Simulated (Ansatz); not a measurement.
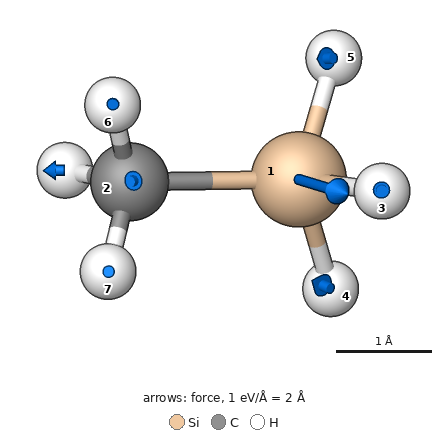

Starting geometry of CH6Si with the computed forces as blue arrows. Style: ball-and-stick. Shown at a tilt.

It is one of the separated reactants of a reaction.

The calculation used RKS PBE0-D4/def2-TZVP (Ansatz). Set-up: force threshold 0.005 eV/Å; at most 200 steps.

What follows when this structure is relaxed?

Answer. It isn't relaxed: the largest force vector, on the Si atom, is 0.57 eV/Å. The final displacements follow the starting forces only in part (cosine between the two patterns 0.48). Over 3 geometry steps the energy falls by 0.35 kcal/mol. The largest force component goes from 0.5 to 0.0021 eV/Å. The atom that moves furthest after the best rigid fit is an H atom (0.049 Å). By element the largest moves are H 0.049 Å, Si 0.042 Å, C 0.007 Å. Near-neighbour distances that change, for instance: H–Si 1.495 → 1.488 Å. Bond angles that change, for instance: C–Si–H 107.9° → 110.7°, C–Si–H 112.8° → 110.7°. The run took of the order of 7 core-seconds on a shared host.
